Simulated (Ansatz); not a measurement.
**AlNH3O (SMILES [NH2][Al][OH]): levels of theory compared**

We compute a comparison of 3 runs (UB3LYP/6-31G*, U-r2SCAN/def2-SVPD, UPBE0/def2-SVPD) of AlNH3O. 

Program for the calculation: Ansatz 0.2.0.

60 further runs of the same task are left out: 60 set aside as unsound or not needed. Runs told in other sessions of the task aren't counted.

### Step 1. The structure to begin with

AlNH3O: 6 atoms, total charge 0, spin state doublet. As SMILES, `[NH2][Al][OH]`. The N1–H5 distance was set to 1.811 Å, away from the relaxed value. At this shape a bond of the SMILES string is far longer than usual.

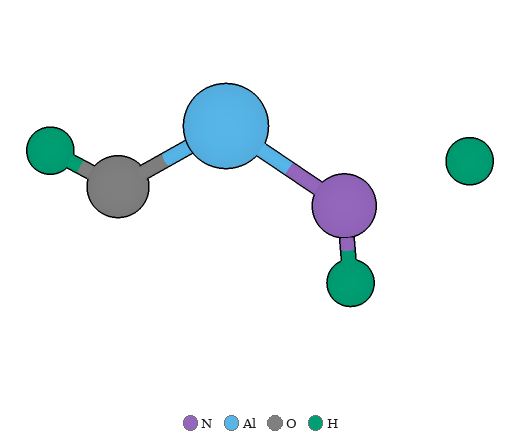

Viewed from a chosen angle; nitrogen purple, aluminium blue, oxygen grey, hydrogen teal.

### Step 2. The energy at UB3LYP/6-31G(d) (spherical functions) (run 1)

Input file job.yaml:

```yaml
crystal:
  periodic: [false, false, false]
  atoms:
    - symbol: "N"
      position_ang: [-0.547271, -0.256905, -0.252015]
    - symbol: Al
      position_ang: [0.971829, 0.104195, 0.579485]
    - symbol: O
      position_ang: [1.570729, -1.115605, 1.609985]
    - symbol: H
      position_ang: [-1.057671, -1.120705, -0.148415]
    - symbol: H
      position_ang: [-1.394700, 0.861600, -1.396800]
    - symbol: H
      position_ang: [2.382329, -1.022205, 2.105585]
basis:
  gaussian:
    orbitals: 6-31G_st_-spherical.json
magnetization:
  spin_polarized: true
  initial_magnetization: 1
hamiltonian:
  xc: {name: B3LYP}
accuracy: high
output:
  orbitals: {seedname: orbitals}
```

The basis set 6-31G* is read from a file made from the Basis Set Exchange's data (not shown).

Launch:

```bash
$ ansatz run job.yaml --threads 1 --pin off --max-ram 2610MiB --events-out events.jsonl --progress --plain --runs-dir runs
```

Output:

```text
Warning: RAYON_NUM_THREADS=1 ignored (pool sized by the plan → 1); use --threads N
Functional definition: B3LYP
  name "B3LYP"
  parameter a0 = 0.2
  parameter ax = 0.72
  parameter ac = 0.81
  exchange = (1 - a0 - ax)*slater_x + ax*b88_x + a0*exact_x
  correlation = (1 - ac)*vwn_rpa_c + ac*lyp_c
1106 factors; integrals over basis functions are off by at most 3.5e-9 eV
mean field evaluation 1: about -10163.5509 eV, gradient 6.1e1 eV
mean field evaluation 2: about -10090.4155 eV, gradient 1.1e2 eV
mean field evaluation 4: about -10176.7629 eV, gradient 2.4e1 eV
mean field evaluation 8: about -10179.7534 eV, gradient 3.1e-1 eV
mean field evaluation 16: about -10179.8471 eV, gradient 2.3e-2 eV
mean field evaluation 32: about -10179.8474 eV, gradient 1.7e-6 eV
mean field -10179.84736305 eV, -374.1024904439 hartree, gradient 8.9e-8 eV, S^2 0.766218; 4 other end points of the search recorded, 0 dependent functions left out
reference -10179.84739966 eV, -374.1024917890 hartree; 16, 15 occupied and 36, 37 virtual orbitals, 1106 factors
Total energy: -10179.84739966 eV, -374.1024917890 hartree
```

It took 14 s on 1 thread of Arm Neoverse V1, shared host; peak memory 0.2 GiB.

### Step 3. The energy at U-r2SCAN/def2-SVPD (run 2)

Input file input.yaml:

```yaml
crystal:
  periodic: [false, false, false]
  atoms:
    - {symbol: N, position_ang: [-0.547271, -0.256905, -0.252015]}
    - {symbol: Al, position_ang: [0.971829, 0.104195, 0.579485]}
    - {symbol: O, position_ang: [1.570729, -1.115605, 1.609985]}
    - {symbol: H, position_ang: [-1.057671, -1.120705, -0.148415]}
    - {symbol: H, position_ang: [-1.394700, 0.861600, -1.396800]}
    - {symbol: H, position_ang: [2.382329, -1.022205, 2.105585]}
basis:
  gaussian:
    orbitals: def2-SVPD
magnetization:
  spin_polarized: true
  initial_magnetization: 1
hamiltonian:
  xc: r2scan
accuracy: high
output:
  orbitals: {seedname: orbitals}
```

Launch:

```bash
$ ansatz run input.yaml --threads 1 --pin off --max-ram 2610MiB --events-out events.jsonl --progress --plain --runs-dir runs
```

Output:

```text
Warning: RAYON_NUM_THREADS=1 ignored (pool sized by the plan → 1); use --threads N
Functional definition: r2SCAN
  name "r2SCAN"
  parameter k0 = 0.174
  parameter k1 = 0.065
  parameter a1 = 4.9479
  exchange = r2scan_x(k0 = k0, k1 = k1, a1 = a1)
  correlation = r2scan_c
1808 factors; integrals over basis functions are off by at most 3.8e-9 eV
mean field evaluation 1: about -10154.7201 eV, gradient 6.4e1 eV
mean field evaluation 2: about -10032.9306 eV, gradient 1.4e2 eV
mean field evaluation 4: about -10158.2955 eV, gradient 4.1e1 eV
mean field evaluation 8: about -10173.2637 eV, gradient 1.5e0 eV
mean field evaluation 16: about -10173.2780 eV, gradient 1.3e-2 eV
mean field evaluation 32: about -10173.2781 eV, gradient 1.8e-6 eV
mean field -10173.27806001 eV, -373.8610730097 hartree, gradient 7.2e-8 eV, S^2 0.816528; 5 other end points of the search recorded, 0 dependent functions left out
reference -10173.27806598 eV, -373.8610732292 hartree; 16, 15 occupied and 75, 76 virtual orbitals, 1808 factors
Total energy: -10173.27806598 eV, -373.8610732292 hartree
```

It took 42 s on 1 thread of Arm Neoverse V1, shared host; peak memory 0.39 GiB.

### Step 4. The energy at UPBE0/def2-SVPD (run 3)

Input file molecule.yaml:

```yaml
basis:
  gaussian: {orbitals: def2-SVPD}
crystal:
  periodic: [false, false, false]
  atoms:
    - {symbol: "N", position_ang: [-0.547271, -0.256905, -0.252015]}
    - {symbol: Al, position_ang: [0.971829, 0.104195, 0.579485]}
    - {symbol: O, position_ang: [1.570729, -1.115605, 1.609985]}
    - {symbol: H, position_ang: [-1.057671, -1.120705, -0.148415]}
    - {symbol: H, position_ang: [-1.394700, 0.861600, -1.396800]}
    - {symbol: H, position_ang: [2.382329, -1.022205, 2.105585]}
magnetization: {spin_polarized: true, initial_magnetization: 1}
hamiltonian: {xc: pbe0}
accuracy: high
output: {orbitals: {seedname: orbitals}}
```

Launch:

```bash
$ ansatz run molecule.yaml --threads 1 --pin off --max-ram 2610MiB --events-out events.jsonl --progress --plain --runs-dir runs
```

Output:

```text
Warning: RAYON_NUM_THREADS=1 ignored (pool sized by the plan → 1); use --threads N
Functional definition: PBE0
  name "PBE0"
  parameter a = 0.25
  parameter kappa = 0.804
  parameter beta = 0.06672455060314922
  exchange = (1 - a)*pbe_x(kappa = kappa, mu = beta*pi^2/3) + a*exact_x
  correlation = pbe_c(beta = beta)
1808 factors; integrals over basis functions are off by at most 3.8e-9 eV
mean field evaluation 1: about -10153.9039 eV, gradient 5.8e1 eV
mean field evaluation 2: about -10079.3515 eV, gradient 1.2e2 eV
mean field evaluation 4: about -10166.1324 eV, gradient 2.2e1 eV
mean field evaluation 8: about -10168.5529 eV, gradient 1.1e0 eV
mean field evaluation 16: about -10168.6345 eV, gradient 1.1e-2 eV
mean field evaluation 32: about -10168.6345 eV, gradient 1.8e-5 eV
mean field -10168.63452249 eV, -373.6904261536 hartree, gradient 9.2e-8 eV, S^2 0.775467; 4 other end points of the search recorded, 0 dependent functions left out
reference -10168.63452573 eV, -373.6904262724 hartree; 16, 15 occupied and 75, 76 virtual orbitals, 1808 factors
Total energy: -10168.63452573 eV, -373.6904262724 hartree
```

Wall time 27 s (1 thread of Arm Neoverse V1, shared host); peak memory 0.37 GiB.

### Step 5. All runs side by side

| run | level | energy (Eh) | HOMO energy (eV) | LUMO energy (eV) | ⟨S²⟩ | wall time |
| --- | --- | --- | --- | --- | --- | --- |
| 1 | UB3LYP/6-31G* (spherical functions) | -374.102492 | -5.35 | -2.87 | 0.766 | 14 s |
| 2 | U-r2SCAN/def2-SVPD | -373.861073 | -5.09 | -3.93 | 0.817 | 42 s |
| 3 | UPBE0/def2-SVPD | -373.690426 | -5.80 | -3.04 | 0.775 | 27 s |

### Step 6. Results

```
                                 quantity          value
                      run 3: total energy  -373.69043 Eh
run 3: HOMO energy (highest over α and β)       -5.80 eV
 run 3: LUMO energy (lowest over α and β)       -3.04 eV
                              run 3: ⟨S²⟩          0.775
```

Totals of different functionals can't be ranked against each other. All runs together took 83 s, the longest 42 s.
